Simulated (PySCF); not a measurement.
**C$_{4}$H$_{11}$NOSi (SMILES [H]/N=C/C(C)(C)[SiH2]O): density, localisation and related maps**

The calculation's input:

```
{"job": {"kind": "nmr", "xc": "PBE0", "basis": "pcSseg-1"}, "charge": 0, "multiplicity": 1}
C     -0.790877    -1.120278     1.231168
C     -0.225637    -0.223691     0.136478
C     -0.739840    -0.680717    -1.232258
C     -0.585110     1.193346     0.364548
N     -0.304854     2.084008    -0.491651
Si     1.714297    -0.249797     0.093880
O      2.154071     0.951613    -0.887464
H     -0.437635    -0.808759     2.212004
H     -0.477628    -2.149241     1.071147
H     -1.881154    -1.094322     1.233189
H     -0.376836    -0.023238    -2.016833
H     -1.830100    -0.661387    -1.249878
H     -0.412112    -1.696112    -1.443068
H     -1.060897     1.417792     1.329360
H     -0.574925     3.031238    -0.240159
H      2.151944    -1.516025    -0.481022
H      2.222079    -0.037144     1.450129
H      1.446457     1.589030    -1.091226
```

Run with:

```sh
OMP_NUM_THREADS=1 python probes_run.py task.json out
```

Geometry: GFN2-xTB.

The calculation used PBE0/pcSseg-1, SCF density, gas phase, non-relativistic in PySCF 2.14.0.

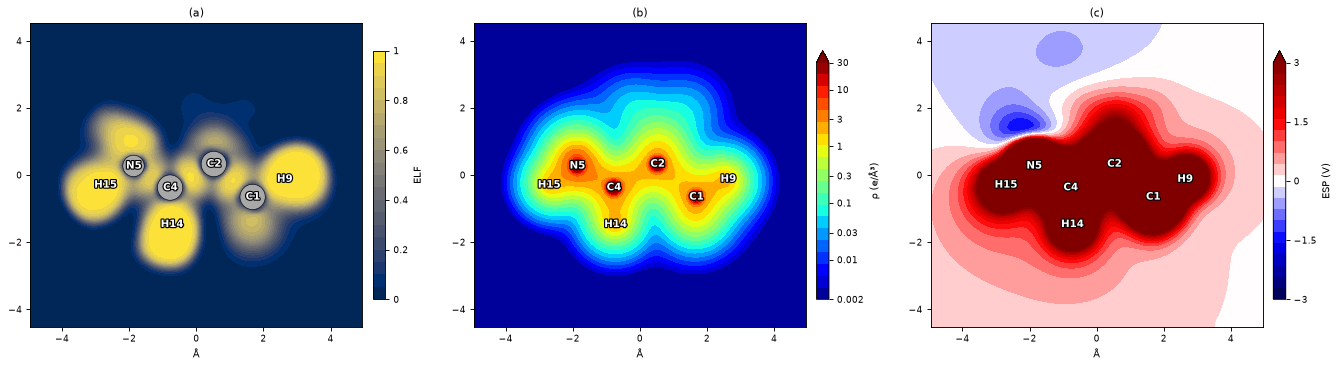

Figure 1. (a) ELF; (b) electron density; (c) electrostatic potential on the plane of atoms C2, C4 and N5. Grey discs cover the atomic cores in the ELF map.

Question: Read the bonding off the picture.

Answer:
- The section cuts through C, N and H sites.
- C–N (1.27 Å): ρ at the midpoint is about 2.8 e/Å³; the ELF peaks at about 0.90 between the atoms; a short, multiple covalent bond.
- C–C (1.48 Å): the density is about 1.8 e/Å³ at the midpoint; the ELF peaks at about 0.95 between the atoms; a covalent bond.
- C–C (1.52 Å): ρ is about 1.6 e/Å³ halfway; the ELF peaks at about 0.95 between the atoms: a covalent bond.
- N–H (1.02 Å): ρ at the midpoint is about 2.8 e/Å³; the ELF climbs to about 1 towards the hydrogen, as it does in any bond to H (an ordinary covalent bond to hydrogen).
- The ELF also peaks beside N5, away from the bonds: lone-pair regions.
- Outside the dense part of the molecule the potential is most negative (−1.5 V) near N5.

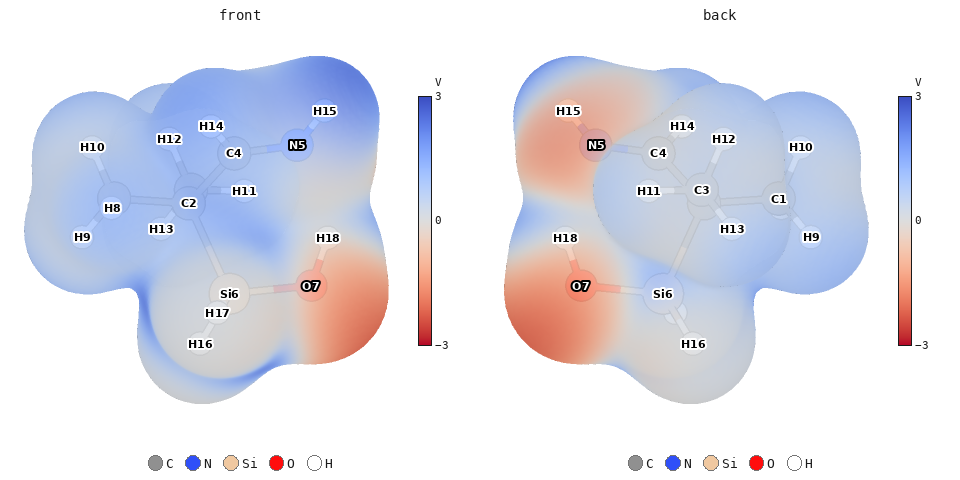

Figure 2. The molecular electrostatic potential painted on the density surface at 0.004 e/bohr³, seen from the front and from behind; red is negative and blue positive.

Question: Which sites attract a positive test charge, and which a negative one?

Answer: A positive charge is drawn to the negative regions and a negative charge to the positive ones. The most negative region (about −2.1 V) lies over O7, the most positive (about +2.2 V) over H15. O7 is the likeliest acceptor of a hydrogen bond.
